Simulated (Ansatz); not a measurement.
BrH$_{7}$NSi$_{3}$ (SMILES [SiH3]N([SiH3])[SiH-]Br) (charge −1)

Input

```
crystal:
  periodic: [false, false, false]
  atoms:
    - {symbol: Br, position_ang: [1.006822, -0.907252, -0.023969]}
    - {symbol: N, position_ang: [-1.259640, 1.030558, -1.443110]}
    - {symbol: Si, position_ang: [-0.785050, 2.342015, -2.473484]}
    - {symbol: Si, position_ang: [-2.146605, -0.340504, -2.035674]}
    - {symbol: Si, position_ang: [-0.425120, 1.086135, 0.210102]}
    - {symbol: H, position_ang: [-1.414529, 2.157214, -3.830543]}
    - {symbol: H, position_ang: [0.693456, 2.443916, -2.697917]}
    - {symbol: H, position_ang: [-1.238533, 3.682614, -1.975803]}
    - {symbol: H, position_ang: [-3.360649, 0.096460, -2.818406]}
    - {symbol: H, position_ang: [-2.624147, -1.189210, -0.905024]}
    - {symbol: H, position_ang: [-1.375647, -1.218352, -2.981274]}
    - {symbol: H, position_ang: [-1.493412, 0.271263, 0.959889]}
basis:
  gaussian:
    orbitals: def2-SVPD
total_charge: -1
hamiltonian:
  xc: pbe0
output:
  forces: true
  orbitals: {seedname: orbitals}
```

Run with:

```sh
ansatz run input.yaml --threads 4 --pin off --max-ram 7830MiB --events-out events.jsonl --progress --plain --runs-dir runs
```

Geometry: r2SCAN-D4/def2-SVPD.

Level of theory: Ansatz, isolated molecule in a Gaussian basis; Kohn-Sham density functional theory, functional PBE0.

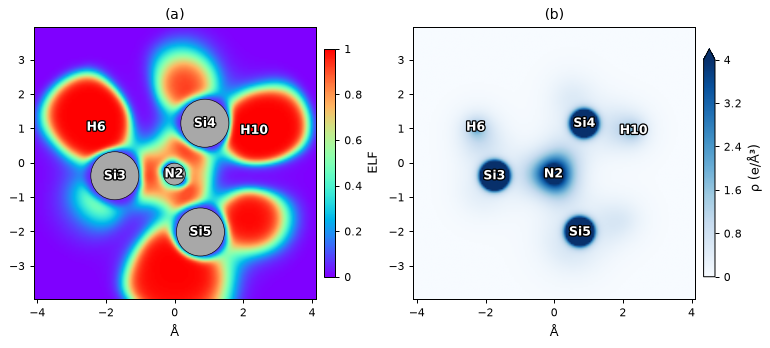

Figure 1. (a) ELF; (b) total electron density on the plane of atoms N2, Si3 and H6. Grey discs cover the atomic cores in the ELF map.

**Read the bonding off the picture.**

The plane passes through N, Si and H nuclei. Si–N (1.73 Å): the density is about 1.1 e/Å³ at the midpoint; the ELF peaks at about 0.90 between the atoms (a shared but strongly polarised pair). Si–H (1.49 Å): ρ at the midpoint is about 0.77 e/Å³; the ELF climbs to about 1 towards the hydrogen, as it does in any bond to H. Si–N (1.85 Å): ρ is about 0.82 e/Å³ halfway; the ELF peaks at about 0.90 between the atoms; a shared but strongly polarised pair. The ELF also peaks beside Si5, away from the bonds: lone-pair regions.

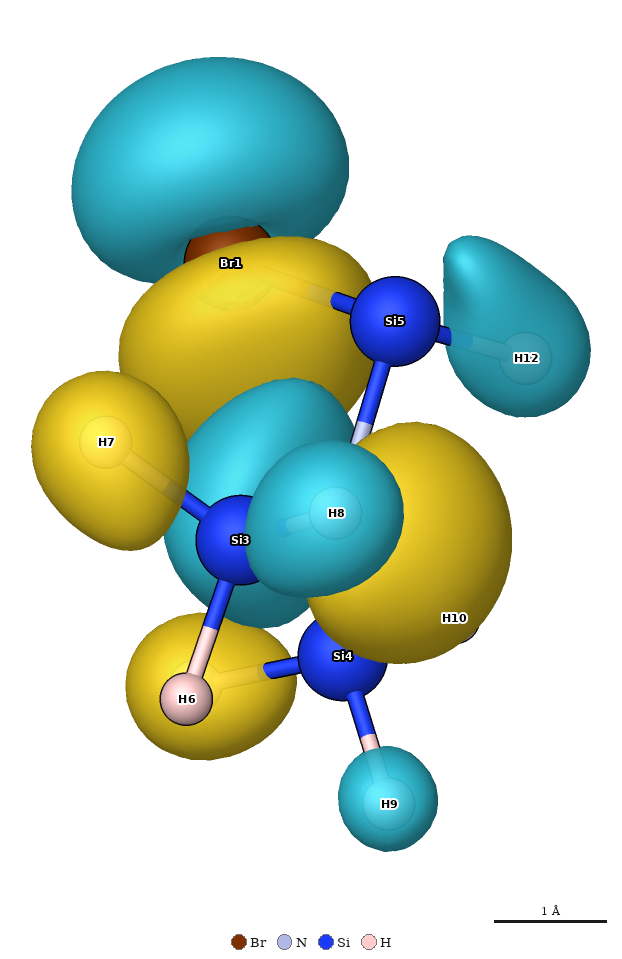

Figure 2. The HOMO−1 at ±0.08 Å⁻³ᐟ² (yellow and cyan are the two phases), seen at an oblique angle.

**Describe this orbital and give its energy.**

Its weight (Hirshfeld) is mainly on Br1 (about 40 %) and N2 (about 30 %); largely a combination of lone pairs on Br1 and N2. Its energy is −3.23 eV.

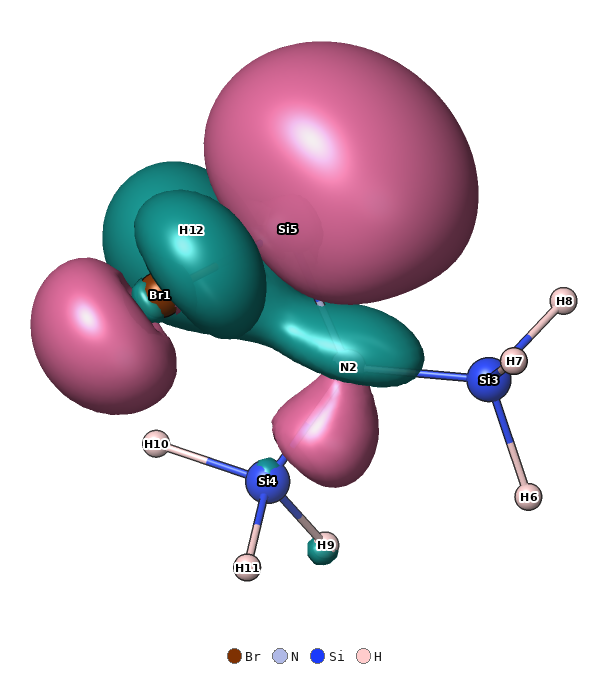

Figure 3. The HOMO at ±0.08 Å⁻³ᐟ² (teal and pink are the two phases), seen at a tilt.

**Describe this orbital and give its energy.**

It lies mainly on Si5 (about 65 %), Br1 (about 15 %) and H12 (about 10 %). Its energy is −1.35 eV.
